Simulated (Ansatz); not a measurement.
C₃H₆O₃: geometry relaxation (part 2 of 3)

C₃H₆O₃; RKS PBE0-D4/def2-TZVPP (Ansatz 0.2.0). 

Geometry of the input (Å):
```
C  -2.1873  -2.1046  0.3858
C  -1.5218  -0.7509  0.1648
O  -0.1657  -0.7266  0.5925
O  2.0432  1.2291  0.5134
C  1.3335  1.2174  -0.4227
O  0.6646  1.2645  -1.3880
H  -2.2525  -2.3511  1.4673
H  -3.2205  -2.1132  -0.0189
H  -1.6093  -2.9087  -0.1125
H  -2.1206  0.0569  0.6539
H  -1.4922  -0.5052  -0.9170
H  -0.1514  -0.8370  1.5609
```

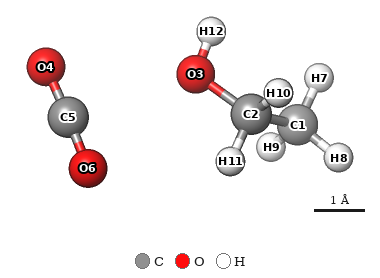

*The geometry at step 16 of the log (ball-and-stick view, seen at a tilt; atoms are numbered from 1 in the order of the input).*

## Trajectory as extended XYZ, continued
```
12
Properties=species:S:1:pos:R:3:forces:R:3 step=6 energy=-9344.39305
C    -2.1686   -2.1247    0.3770    0.0134  -0.0010  -0.0088
C    -1.6050   -0.7321    0.1967    0.0050   0.0056   0.0064
O    -0.2672   -0.6189    0.6489   -0.0219  -0.0326   0.0830
O     2.1347    1.2153    0.4565    0.0041  -0.0006  -0.0214
C     1.4446    1.2209   -0.4720   -0.0327  -0.0059   0.0112
O     0.7799    1.2604   -1.4186    0.0265   0.0030   0.0076
H    -2.2104   -2.3989    1.4353    0.0037   0.0021  -0.0102
H    -3.1857   -2.1836   -0.0185    0.0196   0.0039   0.0015
H    -1.5518   -2.8609   -0.1428   -0.0164   0.0210   0.0153
H    -2.2446    0.0071    0.6975    0.0168  -0.0216  -0.0108
H    -1.5723   -0.4658   -0.8613   -0.0110   0.0007   0.0073
H    -0.2334   -0.8481    1.5806   -0.0071   0.0256  -0.0810
12
Properties=species:S:1:pos:R:3:forces:R:3 step=7 energy=-9344.39331
C    -2.1645   -2.1246    0.3748   -0.0008   0.0062  -0.0127
C    -1.6081   -0.7289    0.1997    0.0137  -0.0088   0.0200
O    -0.2720   -0.6125    0.6553   -0.0123  -0.0090   0.0306
O     2.1362    1.2073    0.4524    0.0061   0.0011  -0.0184
C     1.4454    1.2145   -0.4755   -0.0265  -0.0069   0.0143
O     0.7808    1.2553   -1.4220    0.0196   0.0021   0.0031
H    -2.2066   -2.4027    1.4319    0.0016   0.0030  -0.0059
H    -3.1801   -2.1862   -0.0231    0.0062  -0.0042   0.0014
H    -1.5437   -2.8557   -0.1463   -0.0064   0.0112   0.0068
H    -2.2512    0.0049    0.7030    0.0057  -0.0100  -0.0064
H    -1.5761   -0.4582   -0.8570   -0.0032   0.0007   0.0039
H    -0.2401   -0.8423    1.5861   -0.0036   0.0145  -0.0369
12
Properties=species:S:1:pos:R:3:forces:R:3 step=8 energy=-9344.39379
C    -2.1511   -2.1259    0.3653    0.0043   0.0092  -0.0009
C    -1.6228   -0.7168    0.2140    0.0029  -0.0064   0.0042
O    -0.2919   -0.5794    0.6778   -0.0156   0.0080  -0.0454
O     2.1491    1.1789    0.4362    0.0120   0.0066  -0.0103
C     1.4545    1.1902   -0.4886   -0.0192  -0.0140   0.0175
O     0.7873    1.2330   -1.4331    0.0083   0.0044  -0.0066
H    -2.1929   -2.4199    1.4180   -0.0009  -0.0016  -0.0023
H    -3.1625   -2.2035   -0.0396   -0.0028  -0.0021  -0.0008
H    -1.5120   -2.8357   -0.1623    0.0015   0.0002  -0.0002
H    -2.2830   -0.0044    0.7251   -0.0021  -0.0008  -0.0003
H    -1.5931   -0.4297   -0.8384    0.0046   0.0019   0.0029
H    -0.2616   -0.8161    1.6052    0.0071  -0.0054   0.0420
12
Properties=species:S:1:pos:R:3:forces:R:3 step=9 energy=-9344.39316 accepted=F
C    -2.1046   -2.1302    0.3339    0.0866   0.0621  -0.0389
C    -1.6768   -0.6743    0.2613   -0.0620  -0.0509   0.0193
O    -0.3640   -0.4638    0.7536   -0.1075   0.0029  -0.1102
O     2.1992    1.0870    0.3799    0.0029   0.0186  -0.0141
C     1.4894    1.1087   -0.5331   -0.0004  -0.0376   0.0284
O     0.8098    1.1543   -1.4686   -0.0051   0.0124  -0.0084
H    -2.1440   -2.4794    1.3712    0.0221   0.0242  -0.0498
H    -3.1026   -2.2625   -0.0934    0.0482   0.0199   0.0025
H    -1.4034   -2.7669   -0.2169   -0.0930   0.0918   0.0761
H    -2.3969   -0.0356    0.7976    0.0926  -0.0896  -0.0689
H    -1.6517   -0.3324   -0.7765   -0.0139  -0.0292   0.0579
H    -0.3344   -0.7341    1.6705    0.0295  -0.0246   0.1061
12
Properties=species:S:1:pos:R:3:forces:R:3 step=10 energy=-9344.39450
C    -2.1269   -2.1262    0.3487    0.0083  -0.0097  -0.0041
C    -1.6482   -0.6962    0.2364    0.0053   0.0152   0.0092
O    -0.3265   -0.5224    0.7155   -0.0351   0.0044  -0.0414
O     2.1779    1.1328    0.4049    0.0006   0.0082  -0.0135
C     1.4680    1.1466   -0.5083   -0.0122  -0.0190   0.0113
O     0.7877    1.1893   -1.4435    0.0113   0.0091  -0.0007
H    -2.1683   -2.4468    1.3937    0.0007  -0.0020  -0.0052
H    -3.1312   -2.2302   -0.0684    0.0041  -0.0007   0.0005
H    -1.4572   -2.7996   -0.1892   -0.0085   0.0059   0.0069
H    -2.3383   -0.0207    0.7589    0.0117  -0.0058  -0.0095
H    -1.6198   -0.3829   -0.8086    0.0039   0.0026   0.0060
H    -0.2973   -0.7730    1.6393    0.0098  -0.0082   0.0403
12
Properties=species:S:1:pos:R:3:forces:R:3 step=11 energy=-9344.39457
C    -2.0956   -2.1258    0.3267    0.0505   0.0278  -0.0179
C    -1.6776   -0.6696    0.2683   -0.0169  -0.0140   0.0097
O    -0.3700   -0.4524    0.7717   -0.0862  -0.0284  -0.0014
O     2.2023    1.0705    0.3647   -0.0182   0.0099  -0.0265
C     1.4806    1.0910   -0.5392    0.0200  -0.0170   0.0228
O     0.7915    1.1379   -1.4679   -0.0019   0.0019   0.0094
H    -2.1398   -2.4824    1.3606    0.0142   0.0115  -0.0297
H    -3.0891   -2.2616   -0.1096    0.0395   0.0188   0.0048
H    -1.3873   -2.7528   -0.2225   -0.0569   0.0545   0.0470
H    -2.4049   -0.0400    0.8020    0.0565  -0.0531  -0.0413
H    -1.6459   -0.3209   -0.7662   -0.0154  -0.0153   0.0300
H    -0.3442   -0.7231    1.6909    0.0146   0.0036  -0.0070
12
Properties=species:S:1:pos:R:3:forces:R:3 step=12 energy=-9344.39508
C    -2.0973   -2.1247    0.3286    0.0179   0.0381  -0.0085
C    -1.6764   -0.6714    0.2633    0.0080  -0.0313   0.0133
O    -0.3676   -0.4584    0.7626   -0.0437   0.0026  -0.0306
O     2.2078    1.0818    0.3670   -0.0052   0.0029  -0.0018
C     1.4801    1.0935   -0.5320   -0.0089  -0.0133  -0.0071
O     0.7843    1.1324   -1.4559    0.0100   0.0080   0.0036
H    -2.1385   -2.4774    1.3632    0.0075   0.0046  -0.0085
H    -3.0914   -2.2577   -0.1043    0.0054   0.0027  -0.0024
H    -1.3939   -2.7543   -0.2200   -0.0130   0.0141   0.0121
H    -2.3986   -0.0397    0.7972    0.0140  -0.0127  -0.0136
H    -1.6485   -0.3264   -0.7719   -0.0033  -0.0058   0.0102
H    -0.3400   -0.7269    1.6815    0.0113  -0.0098   0.0334
12
Properties=species:S:1:pos:R:3:forces:R:3 step=13 energy=-9344.39531
C    -2.0924   -2.1216    0.3255    0.0047   0.0220  -0.0030
C    -1.6751   -0.6685    0.2673    0.0084  -0.0197   0.0108
O    -0.3696   -0.4543    0.7735   -0.0276   0.0090  -0.0319
O     2.1994    1.0732    0.3636   -0.0024   0.0047  -0.0092
C     1.4737    1.0853   -0.5370    0.0043  -0.0094   0.0123
O     0.7799    1.1248   -1.4624   -0.0004   0.0025  -0.0026
H    -2.1361   -2.4779    1.3586    0.0022  -0.0015  -0.0006
H    -3.0843   -2.2550   -0.1120   -0.0020  -0.0023  -0.0020
H    -1.3857   -2.7469   -0.2223    0.0004  -0.0020   0.0002
H    -2.4010   -0.0410    0.7998    0.0004   0.0030  -0.0032
H    -1.6440   -0.3202   -0.7664    0.0021   0.0013   0.0018
H    -0.3448   -0.7271    1.6912    0.0099  -0.0076   0.0276
12
Properties=species:S:1:pos:R:3:forces:R:3 step=14 energy=-9344.39564
C    -2.0774   -2.1183    0.3163    0.0070   0.0085  -0.0029
C    -1.6870   -0.6574    0.2795   -0.0013  -0.0063   0.0046
O    -0.3886   -0.4249    0.7947   -0.0180   0.0004   0.0001
O     2.2058    1.0484    0.3498    0.0005   0.0009  -0.0046
C     1.4757    1.0586   -0.5471   -0.0003  -0.0015   0.0036
O     0.7781    1.0961   -1.4698    0.0017  -0.0016   0.0017
H    -2.1192   -2.4891    1.3444    0.0009  -0.0026  -0.0031
H    -3.0647   -2.2645   -0.1280    0.0039  -0.0011   0.0009
H    -1.3562   -2.7230   -0.2363   -0.0065   0.0028   0.0047
H    -2.4275   -0.0502    0.8161    0.0057  -0.0020  -0.0058
H    -1.6572   -0.2954   -0.7495    0.0002   0.0023   0.0024
H    -0.3617   -0.7095    1.7094    0.0062   0.0002  -0.0017
12
Properties=species:S:1:pos:R:3:forces:R:3 step=15 energy=-9344.39240 accepted=F
C    -2.0050   -2.1015    0.2726    0.1335   0.0673  -0.0455
C    -1.7445   -0.6036    0.3368   -0.0948  -0.0439   0.0182
O    -0.4798   -0.2850    0.8955   -0.1221  -0.1224   0.1427
O     2.2374    0.9325    0.2842   -0.0375  -0.0219  -0.0294
C     1.4848    0.9301   -0.5944    0.0060   0.0390  -0.0129
O     0.7673    0.9544   -1.5028    0.0255  -0.0240   0.0489
H    -2.0364   -2.5415    1.2765    0.0303   0.0462  -0.0823
H    -2.9693   -2.3086   -0.2035    0.0927   0.0453   0.0211
H    -1.2167   -2.6072   -0.3022   -0.1839   0.1225   0.1384
H    -2.5526   -0.0950    0.8930    0.1808  -0.1216  -0.1193
H    -1.7221   -0.1759   -0.6695   -0.0401  -0.0478   0.0754
H    -0.4431   -0.6278    1.7932    0.0096   0.0611  -0.1554
12
Properties=species:S:1:pos:R:3:forces:R:3 step=16 energy=-9344.39617
C    -2.0411   -2.1094    0.2951    0.0292   0.0175  -0.0112
C    -1.7154   -0.6306    0.3067   -0.0164  -0.0101   0.0070
O    -0.4331   -0.3554    0.8422   -0.0402  -0.0298   0.0499
O     2.2205    0.9913    0.3191   -0.0039  -0.0090  -0.0043
C     1.4792    0.9943   -0.5687   -0.0014   0.0163  -0.0032
O     0.7715    1.0242   -1.4841    0.0060  -0.0096   0.0073
H    -2.0764   -2.5136    1.3113    0.0075   0.0064  -0.0171
H    -3.0174   -2.2857   -0.1634    0.0203   0.0064   0.0031
H    -1.2880   -2.6652   -0.2688   -0.0373   0.0267   0.0284
H    -2.4884   -0.0725    0.8534    0.0384  -0.0259  -0.0269
H    -1.6904   -0.2368   -0.7112   -0.0103  -0.0063   0.0146
H    -0.4011   -0.6701    1.7479    0.0082   0.0174  -0.0475
12
Properties=species:S:1:pos:R:3:forces:R:3 step=17 energy=-9344.39639
C    -2.0295   -2.1053    0.2884    0.0300   0.0107  -0.0101
C    -1.7233   -0.6228    0.3154   -0.0212  -0.0037   0.0042
O    -0.4470   -0.3355    0.8584   -0.0335  -0.0323   0.0539
O     2.2217    0.9740    0.3103   -0.0029  -0.0126  -0.0041
C     1.4787    0.9742   -0.5760    0.0004   0.0237  -0.0005
O     0.7696    1.0014   -1.4904    0.0031  -0.0142   0.0066
H    -2.0628   -2.5197    1.3006    0.0065   0.0062  -0.0179
H    -3.0019   -2.2901   -0.1752    0.0212   0.0073   0.0045
H    -1.2673   -2.6457   -0.2782   -0.0385   0.0263   0.0291
H    -2.5056   -0.0800    0.8643    0.0383  -0.0259  -0.0264
H    -1.6998   -0.2192   -0.6986   -0.0098  -0.0060   0.0149
H    -0.4128   -0.6606    1.7604    0.0064   0.0205  -0.0543
12
Properties=species:S:1:pos:R:3:forces:R:3 step=18 energy=-9344.39695
C    -2.0034   -2.0951    0.2750    0.0225  -0.0050  -0.0068
C    -1.7421   -0.6057    0.3319   -0.0203   0.0091  -0.0017
O    -0.4774   -0.2908    0.8857   -0.0188  -0.0341   0.0636
O     2.2233    0.9338    0.2965    0.0024  -0.0185  -0.0006
C     1.4770    0.9285   -0.5869   -0.0024   0.0345   0.0028
O     0.7648    0.9499   -1.4989    0.0007  -0.0187  -0.0008
H    -2.0269   -2.5304    1.2786    0.0050   0.0066  -0.0149
H    -2.9682   -2.2999   -0.1956    0.0150   0.0063   0.0035
H    -1.2241   -2.6013   -0.2994   -0.0303   0.0199   0.0230
H    -2.5420   -0.0973    0.8877    0.0304  -0.0198  -0.0201
H    -1.7272   -0.1822   -0.6741   -0.0080  -0.0058   0.0129
H    -0.4337   -0.6385    1.7790    0.0038   0.0255  -0.0609
12
Properties=species:S:1:pos:R:3:forces:R:3 step=19 energy=-9344.39705
C    -1.9565   -2.0776    0.2523    0.0519   0.0266  -0.0202
C    -1.7777   -0.5760    0.3600   -0.0350  -0.0148   0.0085
O    -0.5330   -0.2100    0.9302   -0.0562  -0.0743   0.0892
O     2.2245    0.8535    0.2765    0.0000  -0.0247  -0.0060
C     1.4759    0.8479   -0.6050   -0.0018   0.0462   0.0092
O     0.7622    0.8669   -1.5160    0.0001  -0.0259   0.0019
H    -1.9589   -2.5484    1.2410    0.0125   0.0297  -0.0361
H    -2.9086   -2.3199   -0.2277    0.0348   0.0171   0.0056
H    -1.1484   -2.5219   -0.3370   -0.0799   0.0487   0.0577
H    -2.6075   -0.1301    0.9294    0.0814  -0.0486  -0.0511
H    -1.7821   -0.1181   -0.6318   -0.0153  -0.0288   0.0345
H    -0.4699   -0.5955    1.8076    0.0073   0.0487  -0.0931
12
Properties=species:S:1:pos:R:3:forces:R:3 step=20 energy=-9344.39753
C    -1.9630   -2.0797    0.2559    0.0338   0.0112  -0.0156
C    -1.7756   -0.5804    0.3536   -0.0225  -0.0058   0.0112
O    -0.5265   -0.2190    0.9160   -0.0359  -0.0403   0.0531
O     2.2317    0.8641    0.2809    0.0018  -0.0226   0.0041
C     1.4786    0.8579   -0.5967   -0.0205   0.0372  -0.0109
O     0.7600    0.8757   -1.5039    0.0147  -0.0165   0.0006
H    -1.9625   -2.5434    1.2474    0.0059   0.0143  -0.0243
H    -2.9179   -2.3190   -0.2190    0.0224   0.0075   0.0059
H    -1.1606   -2.5310   -0.3337   -0.0489   0.0273   0.0351
H    -2.5990   -0.1280    0.9245    0.0511  -0.0252  -0.0336
H    -1.7835   -0.1289   -0.6406   -0.0059  -0.0127   0.0227
H    -0.4616   -0.5977    1.7951    0.0039   0.0257  -0.0482
12
Properties=species:S:1:pos:R:3:forces:R:3 step=21 energy=-9344.39789
C    -1.9606   -2.0777    0.2557    0.0094   0.0024  -0.0069
C    -1.7730   -0.5802    0.3539   -0.0039  -0.0003   0.0138
O    -0.5256   -0.2204    0.9199   -0.0254  -0.0046  -0.0076
O     2.2199    0.8560    0.2838   -0.0037  -0.0137  -0.0152
C     1.4724    0.8557   -0.5988    0.0042   0.0265   0.0179
O     0.7598    0.8780   -1.5106    0.0025  -0.0149  -0.0016
H    -1.9612   -2.5406    1.2468    0.0004  -0.0009  -0.0066
H    -2.9143   -2.3160   -0.2210    0.0061  -0.0014   0.0031
H    -1.1586   -2.5282   -0.3320   -0.0099   0.0018   0.0066
H    -2.5962   -0.1287    0.9229    0.0123  -0.0002  -0.0098
H    -1.7794   -0.1291   -0.6397    0.0011   0.0020   0.0055
H    -0.4631   -0.5982    1.7984    0.0070   0.0032   0.0009
12
Properties=species:S:1:pos:R:3:forces:R:3 step=22 energy=-9344.39794
C    -1.9575   -2.0761    0.2545    0.0179   0.0021   0.0031
C    -1.7789   -0.5780    0.3561    0.0071   0.0125   0.0253
O    -0.5352   -0.2085    0.9238    0.0084  -0.0099  -0.0213
O     2.2213    0.8499    0.2840    0.0071  -0.0061   0.0045
C     1.4747    0.8506   -0.5992   -0.0072   0.0085  -0.0014
O     0.7636    0.8711   -1.5121   -0.0005  -0.0057  -0.0019
H    -1.9540   -2.5410    1.2445   -0.0017  -0.0033  -0.0028
H    -2.9101   -2.3191   -0.2214    0.0015  -0.0003   0.0012
H    -1.1538   -2.5209   -0.3348   -0.0035   0.0005   0.0014
H    -2.6040   -0.1320    0.9254   -0.0124  -0.0019  -0.0036
H    -1.7874   -0.1249   -0.6365    0.0002   0.0042  -0.0004
H    -0.4588   -0.6001    1.7952   -0.0167  -0.0005  -0.0040
12
Properties=species:S:1:pos:R:3:forces:R:3 step=23 energy=-9344.39833
C    -1.9408   -2.0690    0.2472    0.0055   0.0094  -0.0008
C    -1.7906   -0.5686    0.3643    0.0132  -0.0015   0.0130
O    -0.5524   -0.1837    0.9338   -0.0069  -0.0055  -0.0090
O     2.2203    0.8203    0.2800    0.0035  -0.0063  -0.0005
C     1.4727    0.8222   -0.6024   -0.0069   0.0088   0.0010
O     0.7609    0.8429   -1.5148    0.0028  -0.0054  -0.0010
H    -1.9275   -2.5447    1.2320    0.0002   0.0000  -0.0015
H    -2.8895   -2.3249   -0.2300    0.0011  -0.0024  -0.0004
H    -1.1298   -2.4924   -0.3478   -0.0030   0.0025   0.0011
H    -2.6237   -0.1441    0.9390   -0.0012  -0.0025  -0.0023
H    -1.8086   -0.1054   -0.6235   -0.0025   0.0010   0.0001
H    -0.4709   -0.5819    1.8017   -0.0059   0.0018   0.0002
12
Properties=species:S:1:pos:R:3:forces:R:3 step=24 energy=-9344.39584 accepted=F
C    -1.8591   -2.0330    0.2108    0.0658   0.1145  -0.0412
C    -1.8481   -0.5237    0.4049   -0.0319  -0.0950   0.0064
O    -0.6419   -0.0563    0.9885   -0.1342  -0.1136   0.0764
O     2.2101    0.6709    0.2621   -0.0142   0.0006  -0.0112
C     1.4610    0.6830   -0.6192    0.0045  -0.0053   0.0056
O     0.7497    0.7058   -1.5320    0.0027   0.0000   0.0073
H    -1.7962   -2.5592    1.1708    0.0180   0.0762  -0.0666
H    -2.7872   -2.3529   -0.2732    0.0739   0.0340   0.0067
H    -1.0126   -2.3502   -0.4116   -0.1699   0.0692   0.1145
H    -2.7195   -0.2061    1.0040    0.1887  -0.0648  -0.1005
H    -1.9119   -0.0114   -0.5594   -0.0240  -0.0755   0.0666
H    -0.5243   -0.4963    1.8338    0.0206   0.0597  -0.0639
12
Properties=species:S:1:pos:R:3:forces:R:3 step=25 energy=-9344.39895
C    -1.9003   -2.0508    0.2287    0.0157   0.0301  -0.0050
C    -1.8165   -0.5470    0.3838    0.0013  -0.0185   0.0056
O    -0.5943   -0.1226    0.9618   -0.0517  -0.0302   0.0094
O     2.2129    0.7455    0.2706   -0.0007  -0.0015  -0.0069
C     1.4641    0.7531   -0.6107   -0.0009   0.0009   0.0074
O     0.7520    0.7756   -1.5229    0.0020  -0.0022  -0.0007
H    -1.8634   -2.5505    1.2015    0.0053   0.0105  -0.0134
H    -2.8386   -2.3370   -0.2525    0.0150   0.0046   0.0001
H    -1.0722   -2.4226   -0.3790   -0.0303   0.0133   0.0198
H    -2.6681   -0.1746    0.9699    0.0388  -0.0122  -0.0199
H    -1.8564   -0.0602   -0.5924   -0.0053  -0.0093   0.0127
H    -0.4990   -0.5382    1.8205    0.0110   0.0145  -0.0088
```
